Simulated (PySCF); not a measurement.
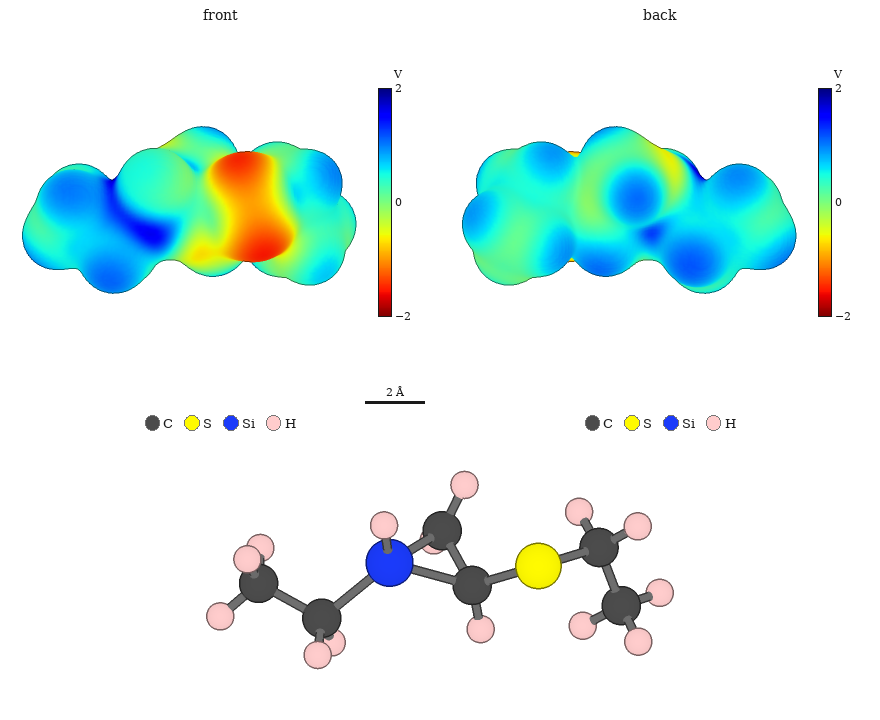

C6H14SSi. The molecular electrostatic potential painted on the density surface at 0.004 e/bohr³, seen from the front and from behind; red is negative and blue positive. The bare structure is drawn below in the same view.

Geometry: GFN2-xTB.

All numbers below come from PBE0/pcSseg-1, SCF density, gas phase, non-relativistic (PySCF).

```json
{"atom": "C", "x (Å)": "3.7259", "y (Å)": "-0.2884", "z (Å)": "-0.2697"}
{"atom": "C", "x (Å)": "3.0658", "y (Å)": "0.7572", "z (Å)": "0.6074"}
{"atom": "S", "x (Å)": "1.6554", "y (Å)": "0.0884", "z (Å)": "1.5672"}
{"atom": "C", "x (Å)": "0.4567", "y (Å)": "-0.1899", "z (Å)": "0.2647"}
{"atom": "C", "x (Å)": "-0.1380", "y (Å)": "1.0560", "z (Å)": "-0.4115"}
{"atom": "Si", "x (Å)": "-1.3768", "y (Å)": "0.0935", "z (Å)": "0.6335"}
{"atom": "C", "x (Å)": "-2.6391", "y (Å)": "-1.0401", "z (Å)": "-0.2070"}
{"atom": "C", "x (Å)": "-3.9908", "y (Å)": "-0.3602", "z (Å)": "-0.3922"}
{"atom": "H", "x (Å)": "4.6019", "y (Å)": "0.1355", "z (Å)": "-0.7574"}
{"atom": "H", "x (Å)": "4.0355", "y (Å)": "-1.1423", "z (Å)": "0.3287"}
{"atom": "H", "x (Å)": "3.0394", "y (Å)": "-0.6353", "z (Å)": "-1.0391"}
{"atom": "H", "x (Å)": "3.7569", "y (Å)": "1.1291", "z (Å)": "1.3631"}
{"atom": "H", "x (Å)": "2.6920", "y (Å)": "1.5960", "z (Å)": "0.0199"}
{"atom": "H", "x (Å)": "0.7772", "y (Å)": "-0.9890", "z (Å)": "-0.3928"}
{"atom": "H", "x (Å)": "-0.1501", "y (Å)": "1.0353", "z (Å)": "-1.4940"}
{"atom": "H", "x (Å)": "0.2367", "y (Å)": "1.9997", "z (Å)": "-0.0387"}
{"atom": "H", "x (Å)": "-1.7224", "y (Å)": "0.6448", "z (Å)": "1.9330"}
{"atom": "H", "x (Å)": "-2.2620", "y (Å)": "-1.3629", "z (Å)": "-1.1786"}
{"atom": "H", "x (Å)": "-2.7779", "y (Å)": "-1.9426", "z (Å)": "0.3899"}
{"atom": "H", "x (Å)": "-3.8970", "y (Å)": "0.5161", "z (Å)": "-1.0287"}
{"atom": "H", "x (Å)": "-4.3935", "y (Å)": "-0.0403", "z (Å)": "0.5660"}
{"atom": "H", "x (Å)": "-4.7064", "y (Å)": "-1.0412", "z (Å)": "-0.8499"}
```

Q: Describe the electrostatic potential map.

A: The most negative region (about −1.5 V, or −35 kcal/mol for a unit charge) lies over S3, the most positive (about +1.6 V, or +37 kcal/mol for a unit charge) over Si6.

Q: What dipole moment does the calculation give?

A: Its dipole moment is 2.08 D.
